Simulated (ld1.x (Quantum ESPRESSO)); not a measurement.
| Property | Result |
| --- | --- |
| Element | antimony (Sb) |
| Generator | ld1.x (Quantum ESPRESSO) 7.5 |
| Type | norm-conserving Troullier–Martins (Kleinman–Bylander form) |
| Functional | PBE |
| Relativity | scalar-relativistic |
| Frozen core | [Kr] 4d10 |
| Valence charge | 5 |
| Reference configuration | 5s2 5p3 |
| Partial waves | 5s (bound): rc 1.45 bohr; 5p (bound): rc 1.65 bohr; 5d channel at -0.1 Ry: rc 1.65 bohr |
| Local potential | all-electron potential smoothed inside 1.15 bohr (lloc = -1) |
| Core correction | none |

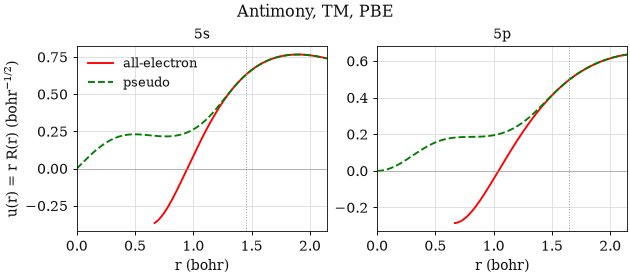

Pseudo-waves (dashed) against the all-electron radial functions (solid). Dotted lines mark the matching radii. The all-electron curves start outside the innermost oscillations, which aren't drawn.

Pseudo-waves: 5s has no node; 5p has no node.

- Cutoffs needed: 50 Ry and 160 Ry (the cutoffs, on a coarse ladder, from which the occupation-weighted sum of valence levels, in a spherical-Bessel basis at the reference potential, stays within 10 and 1 mRy of its value at 400 Ry)
- Ghost test: ghost states below the valence levels: s at -159.9 eV, d at -72.3 eV, p at -50.7 eV (spherical-Bessel basis up to 400 Ry, 20 bohr box)
- Largest excitation error: +105 meV (all-electron minus pseudo) for 5s0 5p5, out of 7 test configurations
